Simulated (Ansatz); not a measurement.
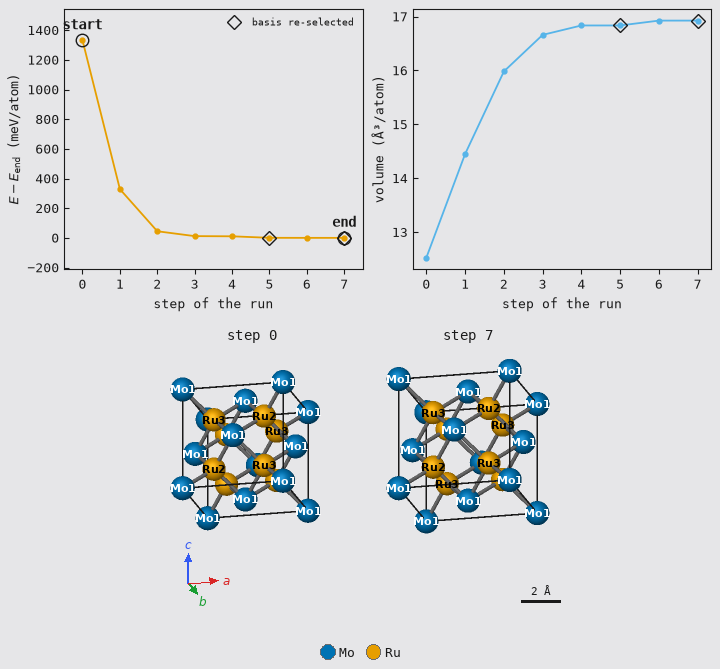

First and last geometry of a relaxation of crystalline MoRu2 (a generated structure, set up in Fm-3m) (coarse preliminary run), with the history of the run. Style: ball-and-stick. Shown: the conventional cell (4 times the calculation's cell), from a free direction. Lengths and directions refer to the drawn axes.

These are results of Ansatz 0.2.0, DFT PBE, scalar-relativistic, plane waves, PAW, not measurements. Settings: plane-wave cutoff 420 eV; k-point mesh 6 × 6 × 6; occupations gaussian; smearing width 0.1 eV; no spin polarisation; cell and atoms relaxed; force threshold 0.04 eV/Å; at most 70 steps.

### Did the run converge, and what did it change?

It converged. Over 5 accepted moves (7 points after the start) the energy falls by 1332 meV per atom. All forces vanish by symmetry, so only the cell relaxes. The pressure goes from 126.76 to 0.12 GPa. At 2 points the geometry stayed and the basis and grid were re-selected for the new cell (energy shift of 10.1 meV per atom at most each time). The atoms keep their places relative to the cell (all moves are under 0.005 Å). The drawn cell changes as follows: a = b = c 5.317 → 5.878 Å (+10.5 %); the volume changes by +35.1 %. Among the contacts that change: Ru2–Ru3 2.659 → 2.939 Å, Mo1–Ru2 2.302 → 2.545 Å. The space group stays Fm-3m (No. 225).

```
step  E − E(0), meV/atom  pressure, GPa  volume, Å³/atom                      note
   0                0.00         126.76           12.528                          
   1            -1003.17          48.80           14.451                          
   2            -1287.03          13.56           15.982                          
   3            -1319.87           2.48           16.661                          
   4            -1321.11          -0.04           16.835                          
   5            -1331.21           1.29           16.835  same geometry, new basis
   6            -1331.57           0.13           16.926                          
   7            -1331.61           0.12           16.926  same geometry, new basis
```
